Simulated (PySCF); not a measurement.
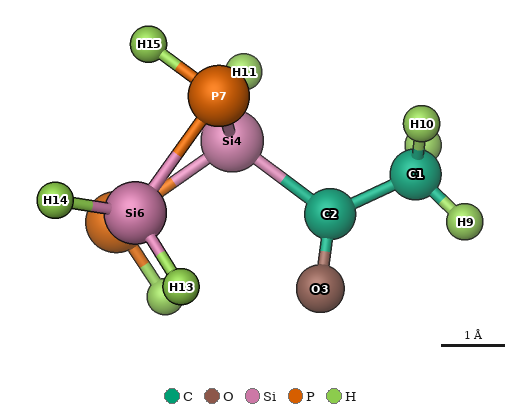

The structure (ball-and-stick view, seen at a tilt; atoms are numbered from 1 in the order of the input).

**What a change does: NMR shielding calculation on C2H8OP2Si2**

System: C2H8OP2Si2, SMILES CC(=O)[SiH]1P[SiH2]P1.
Method of the first run: GIAO PBE0/pcSseg-1 NMR shielding, non-relativistic, IEF-PCM acetone (PySCF 2.14.0).

The geometry comes from this level: PBE0-D3(BJ)/def2-SVP. Text and figures count atoms from 1; the logs count them from 0 in places.

### The input, the first run
```
{"job": {"kind": "nmr", "xc": "PBE0", "basis": "pcSseg-1", "solvent": "acetone", "pop": true}, "charge": 0, "multiplicity": 1}
C      2.493902    -0.460555     0.630876
C      1.129649    -0.818042     0.106977
O      0.612946    -1.892212     0.313202
Si     0.133754     0.546609    -0.868467
P     -1.697938    -0.425392    -1.772006
Si    -2.448229     0.197677     0.294895
P     -0.858629     1.775602     0.782915
H      3.174888    -0.269626    -0.214760
H      2.888225    -1.275838     1.252821
H      2.440702     0.472916     1.214845
H      1.036495     1.332318    -1.765414
H     -1.269427    -1.730961    -1.372582
H     -2.392347    -0.915988     1.284448
H     -3.823499     0.779121     0.271586
H     -1.435089     2.669467    -0.177403
```

The first line tells a small driver script what to run in PySCF; the rest is the geometry in Å.

Command:
```bash
OMP_NUM_THREADS=1 python <driver script> task.json out
```

Hardware: 1 CPU thread, shared host.

### Output (the first run)
```
coarse grid: 14720 points
cycle   1  E = -1417.0708464231  dE =  6.081e-01  |g| = 7.298e-01  |ddm| = 3.814e+00
cycle   2  E = -1416.7580521308  dE =  3.128e-01  |g| = 1.458e+00  |ddm| = 1.761e+00
cycle   3  E = -1417.1741213161  dE = -4.161e-01  |g| = 1.184e-01  |ddm| = 1.331e+00
cycle   4  E = -1417.1769634768  dE = -2.842e-03  |g| = 5.062e-02  |ddm| = 1.520e-01
cycle   5  E = -1417.1775746885  dE = -6.112e-04  |g| = 6.909e-03  |ddm| = 4.963e-02
cycle   6  E = -1417.1775865784  dE = -1.189e-05  |g| = 2.977e-03  |ddm| = 1.461e-02
cycle   7  E = -1417.1775889808  dE = -2.402e-06  |g| = 6.160e-04  |ddm| = 4.704e-03
final grid: 124304 points
cycle   8  E = -1417.2281241429  dE = -1.124e-05  |g| = 1.064e-02  |ddm| = 2.958e-02
cycle   9  E = -1417.2280694529  dE =  5.469e-05  |g| = 2.010e-02  |ddm| = 2.170e-02
cycle  10  E = -1417.2281459187  dE = -7.647e-05  |g| = 1.546e-03  |ddm| = 1.358e-02
cycle  11  E = -1417.2281464406  dE = -5.220e-07  |g| = 1.444e-04  |ddm| = 1.728e-03
cycle  12  E = -1417.2281464459  dE = -5.265e-09  |g| = 3.226e-05  |ddm| = 2.257e-04
cycle  13  E = -1417.2281464462  dE = -2.578e-10  |g| = 1.237e-05  |ddm| = 5.754e-05
converged SCF energy = -1417.2281464462

GIAO shielding tensors (ppm)
atom      isotropic    diamagn.    paramagn.     s11        s22        s33       span
  0 C      146.346     251.884    -105.538    113.330    136.116    189.591     76.260
  1 C      -59.824     256.155    -315.979   -170.878   -112.273    103.679    274.556
  2 O     -436.707     402.889    -839.595  -1209.328   -451.987    351.195   1560.524
  3 Si     383.577     881.998    -498.421    326.239    392.283    432.207    105.968
  4 P      602.825     969.467    -366.642    459.354    649.515    699.607    240.253
  5 Si     393.518     878.622    -485.104    367.300    376.667    436.587     69.287
  6 P      570.910     967.876    -396.966    508.219    598.413    606.097     97.878
  7 H       28.502      27.921       0.581     25.225     28.182     32.099      6.874
  8 H       28.938      27.924       1.014     25.683     26.986     34.146      8.463
  9 H       28.024      29.525      -1.501     24.765     29.315     29.991      5.227
 10 H       25.769      30.259      -4.490     21.898     24.123     31.285      9.388
 11 H       27.766      30.667      -2.901     23.366     24.935     34.997     11.632
 12 H       26.303      28.804      -2.501     23.352     24.587     30.970      7.617
 13 H       26.313      28.287      -1.974     22.525     23.826     32.587     10.062
 14 H       28.746      29.849      -1.103     24.761     26.488     34.990     10.229
```

The input of the second run differs as follows (lines with − go, lines with + come):
```diff
-"solvent": "acetone"
-"pop": true
+"solvent": "acetonitrile"
+"pop": false
```

How does the second run compare with the first run?

The total energy of the second run is 0.19 kcal/mol lower: the change of the electrostatic solvation energy at this fixed geometry, without cavity or dispersion terms. The dipole moment goes from 2.66 to 2.70 D. Of all shieldings, the largest change is that of O3, by +1.9 ppm. The number of SCF iterations is the same.

### Output (the second run)
```
coarse grid: 14720 points
cycle   1  E = -1417.0715080082  dE =  6.075e-01  |g| = 7.290e-01  |ddm| = 3.814e+00
cycle   2  E = -1416.7627172750  dE =  3.088e-01  |g| = 1.451e+00  |ddm| = 1.745e+00
cycle   3  E = -1417.1744527144  dE = -4.117e-01  |g| = 1.180e-01  |ddm| = 1.318e+00
cycle   4  E = -1417.1772762663  dE = -2.824e-03  |g| = 5.017e-02  |ddm| = 1.505e-01
cycle   5  E = -1417.1778765772  dE = -6.003e-04  |g| = 6.836e-03  |ddm| = 4.898e-02
cycle   6  E = -1417.1778882433  dE = -1.167e-05  |g| = 2.942e-03  |ddm| = 1.448e-02
cycle   7  E = -1417.1778905879  dE = -2.345e-06  |g| = 6.068e-04  |ddm| = 4.642e-03
final grid: 124304 points
cycle   8  E = -1417.2284254589  dE = -1.134e-05  |g| = 1.062e-02  |ddm| = 2.957e-02
cycle   9  E = -1417.2283714284  dE =  5.403e-05  |g| = 2.000e-02  |ddm| = 2.158e-02
cycle  10  E = -1417.2284471311  dE = -7.570e-05  |g| = 1.538e-03  |ddm| = 1.348e-02
cycle  11  E = -1417.2284476471  dE = -5.160e-07  |g| = 1.432e-04  |ddm| = 1.711e-03
cycle  12  E = -1417.2284476523  dE = -5.172e-09  |g| = 3.204e-05  |ddm| = 2.235e-04
cycle  13  E = -1417.2284476525  dE = -2.497e-10  |g| = 1.224e-05  |ddm| = 5.689e-05
converged SCF energy = -1417.2284476525

GIAO shielding tensors (ppm)
atom      isotropic    diamagn.    paramagn.     s11        s22        s33       span
  0 C      146.315     251.871    -105.556    113.226    136.106    189.612     76.386
  1 C      -60.068     256.162    -316.230   -171.602   -112.308    103.706    275.307
  2 O     -434.807     402.946    -837.753  -1205.274   -450.424    351.278   1556.552
  3 Si     383.397     881.993    -498.595    326.353    391.948    431.891    105.538
  4 P      603.025     969.485    -366.460    459.795    649.557    699.722    239.928
  5 Si     393.453     878.624    -485.170    367.261    376.629    436.470     69.210
  6 P      571.076     967.894    -396.818    508.657    598.422    606.150     97.492
  7 H       28.486      27.899       0.586     25.204     28.163     32.090      6.886
  8 H       28.943      27.923       1.020     25.687     26.991     34.149      8.462
  9 H       28.014      29.513      -1.499     24.753     29.303     29.987      5.234
 10 H       25.761      30.245      -4.484     21.889     24.113     31.282      9.393
 11 H       27.774      30.683      -2.909     23.369     24.947     35.006     11.637
 12 H       26.308      28.815      -2.507     23.359     24.592     30.974      7.615
 13 H       26.310      28.285      -1.976     22.519     23.825     32.586     10.066
 14 H       28.729      29.839      -1.110     24.734     26.466     34.988     10.254
```

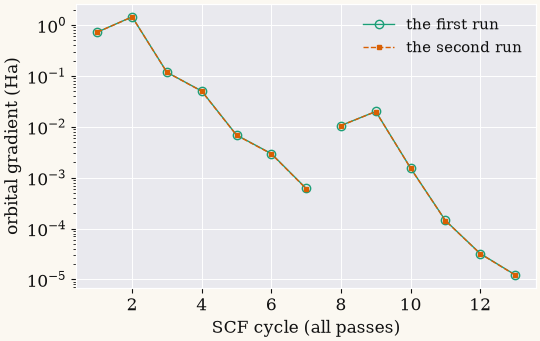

Convergence of the two runs: orbital gradient against the SCF cycle. A break in a curve parts two SCF passes (coarse and final grid). The first run takes 13 cycles in all, and the second run takes 13.

### The two runs side by side

```csv
quantity,the first run,the second run
outcome,converged,converged
total energy (hartree),−1417.228146,−1417.228448
HOMO (eV),−6.94,−6.94
LUMO (eV),−1.40,−1.40
dipole moment (D),2.66,2.70
shielding of C1 (ppm),146.3,146.3
shielding of C2 (ppm),−59.8,−60.1
shielding of O3 (ppm),−436.7,−434.8
shielding of Si4 (ppm),383.6,383.4
shielding of P5 (ppm),602.8,603.0
shielding of Si6 (ppm),393.5,393.5
shielding of P7 (ppm),570.9,571.1
SCF iterations,13,13
basis functions,187,187
wall time (shared host),45 s,43 s
```
